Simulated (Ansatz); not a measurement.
The reference is BN in the zinc blende structure (space group F-43m, No. 216; a = 3.581 Å). Axes: x, y, z lie along the cube axes.

The change: tensor shear ε_xy = +0.57 % (engineering shear γ = 0.0114), atoms relaxed at fixed cell.

Computed with DFT with LDA, PAW potentials and a 420 eV plane-wave cutoff in Ansatz (a first-principles code), no spin-orbit coupling.

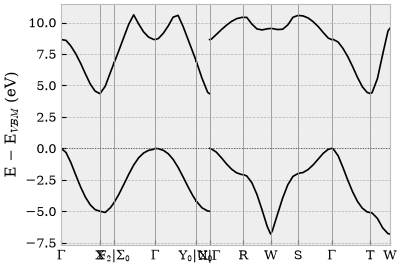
Figure: Highest valence and lowest conduction band along the path of the changed cell's own zone

Q: Read the changed gap and its character from the plot.

A: About 4.3 eV, indirect, Γ → X.

The cells carry an imposed strain or load. Stability against distortions was not tested. Labels are those of the standard path for the cell's own space group.
